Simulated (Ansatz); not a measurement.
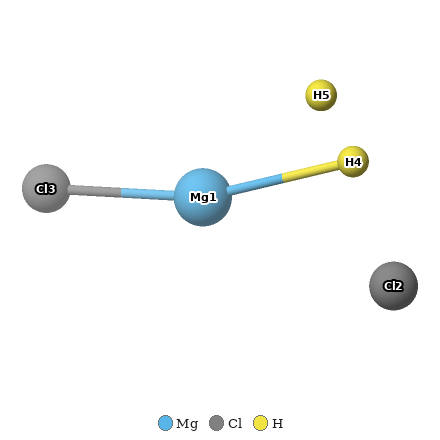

The system is the reacting system Cl₂H₂Mg (fragments Cl₂H₂Mg where the first distance is long, ClHMg + ClH where the second is long); the picture shows the reference structure. 
- First axis: distance Cl2–H4 (bond that forms). Second axis: distance Mg1–Cl2 (bond that breaks).
- Relaxed at each point: all other coordinates.
- The grid has 13 × 13 points.
- Points are written as (first, second).
- Energies: kJ/mol, counted from a guessed transition structure relaxed with its forming and breaking bonds held.
- Energies and slopes of some neighbouring points disagree (a jump in structure or state, or too coarse a mesh). The reference is spin-restricted, so regions where a bond is pulled apart into radicals lie too high.
- The calculation used RKS PBE0-D4/def2-SVP in Ansatz.

Its coordinates:

```csv
atom,x (Å),y (Å),z (Å)
Mg,-0.0242,-0.6055,0.6349
Cl,0.6487,-0.1471,-2.0842
Cl,-0.2722,-1.7237,2.4963
H,0.0023,0.9787,-0.8985
H,-0.3546,1.4975,-0.1484
```

Range: distance Cl2–H4 (bond that forms) from 1.197 to 2.397 Å; distance Mg1–Cl2 (bond that breaks) from 2.187 to 3.687 Å.

**What landscape does the calculation give?**

The lowest grid point is at (2.397 Å, 2.187 Å), −155 kJ/mol from a guessed transition structure relaxed with its forming and breaking bonds held. It lies at the edge of the scanned range, so the true minimum may lie outside. The highest grid point, (2.397 Å, 3.687 Å), lies 294 kJ/mol above the lowest.

| second ↓, first → | 1.197 | 1.251 | 1.325 | 1.409 | 1.501 | 1.599 | 1.702 | 1.809 | 1.920 | 2.035 | 2.152 | 2.273 | 2.397 |
| --- | --- | --- | --- | --- | --- | --- | --- | --- | --- | --- | --- | --- | --- |
| 3.687 | 18 | 4 | 1 | 9 | 26 | 44 | 63 | 81 | 97 | 111 | 123 | 132 | 139 |
| 3.532 | 15 | 2 | −2 | 6 | 21 | 38 | 54 | 69 | 82 | 93 | 102 | 108 | 112 |
| 3.381 | 12 | −1 | −4 | 3 | 16 | 30 | 43 | 55 | 65 | 72 | 78 | 81 | 84 |
| 3.234 | 9 | −5 | −7 | −1 | 9 | 20 | 30 | 38 | 44 | 48 | 51 | 52 | 53 |
| 3.091 | 5 | −8 | −10 | −6 | 2 | 9 | 15 | 19 | 21 | 22 | 22 | 21 | 21 |
| 2.952 | 2 | −11 | −13 | −11 | −7 | −4 | −2 | −3 | −4 | −7 | −9 | −11 | −12 |
| 2.818 | 0 | −14 | −15 | −16 | −16 | −18 | −21 | −26 | −31 | −35 | −40 | −43 | −45 |
| 2.689 | −1 | −14 | −17 | −20 | −25 | −32 | −40 | −48 | −57 | −64 | −69 | −74 | −77 |
| 2.567 | 1 | −13 | −16 | −24 | −34 | −45 | −58 | −69 | −80 | −89 | −96 | −102 | −105 |
| 2.452 | 7 | −7 | −13 | −25 | −40 | −56 | −72 | −87 | −100 | −110 | −119 | −125 | −129 |
| 2.347 | 18 | 3 | −5 | −22 | −41 | −61 | −81 | −98 | −113 | −125 | −134 | −141 | −146 |
| 2.254 | 34 | 19 | 8 | −13 | −37 | −61 | −83 | −103 | −119 | −132 | −142 | −149 | −154 |
| 2.187 | 50 | 36 | 21 | −3 | −29 | −55 | −80 | −101 | −118 | −132 | −142 | −150 | −155 |

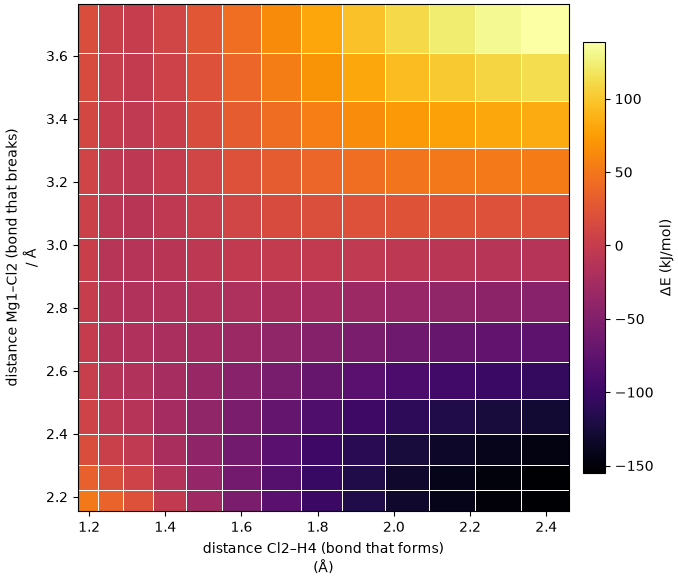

The picture shows one coloured cell a grid point.

The whole map (169 points run) took 13 min on 1 thread of Arm Neoverse V2, on a shared host.
